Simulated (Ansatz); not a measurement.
System: Al₂F₄H₂S₂.

Input file:

```
crystal:
  periodic: [false, false, false]
  atoms:
    - symbol: Al
      position_ang: [-1.899652, 0.080791, -2.843631]
    - symbol: Al
      position_ang: [-1.436330, -0.108584, 0.058374]
    - symbol: F
      position_ang: [-2.813490, -1.149070, -3.483951]
    - symbol: F
      position_ang: [-0.806484, -0.628075, -1.559984]
    - symbol: F
      position_ang: [-1.955564, -1.428907, 0.905409]
    - symbol: F
      position_ang: [-0.360904, 0.999956, 0.647780]
    - symbol: S
      position_ang: [-0.840488, 1.520286, -4.070309]
    - symbol: S
      position_ang: [-3.184152, 0.951907, -1.042391]
    - symbol: H
      position_ang: [-0.044856, 1.902171, -3.044470]
    - symbol: H
      position_ang: [-4.001616, -0.128941, -0.998114]
basis:
  gaussian: {orbitals: def2-SVPD}
magnetization: {spin_polarized: false, initial_magnetization: 0}
hamiltonian: {xc: pbe0}
output: {forces: true, orbitals: {seedname: orbitals}}
```

Launched as:

```sh
ansatz run input.yaml --threads 2 --pin off --max-ram 6090MiB --events-out events.jsonl --progress --plain --runs-dir runs
```

Geometry: PBE0-D4/def2-SVP.

Level of theory: isolated molecule in a Gaussian basis; Kohn-Sham density functional theory, functional PBE0 in Ansatz.

### What can the converged electron density and electron localisation function tell about the bonding?

Al–F (1.81 Å): the density is about 0.54 e/Å³ at the midpoint; the ELF peaks at about 0.85 in the valence shell of F, 0.6 Å from its nucleus, and is about 0.25 at the midpoint.
Al–S (2.32 Å): ρ is about 0.55 e/Å³ halfway; the ELF peaks at about 0.95 between the atoms (a shared but strongly polarised pair).
Al–S (2.38 Å): ρ at the midpoint is about 0.49 e/Å³; the ELF peaks at about 0.95 in the valence shell of S, 1.0 Å from its nucleus, and is about 0.90 at the midpoint.

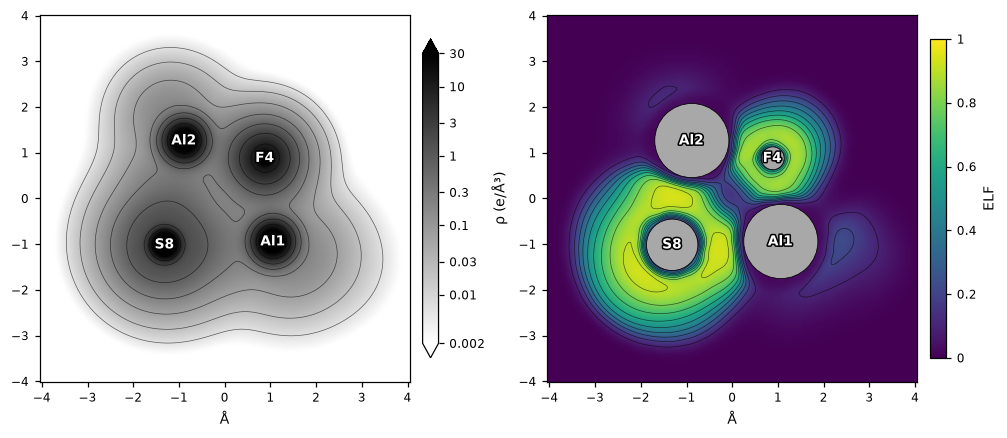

Computed electron density and electron localisation function on the plane of atoms F4, Al1 and S8, in this order. Grey discs cover the atomic cores in the ELF map. 
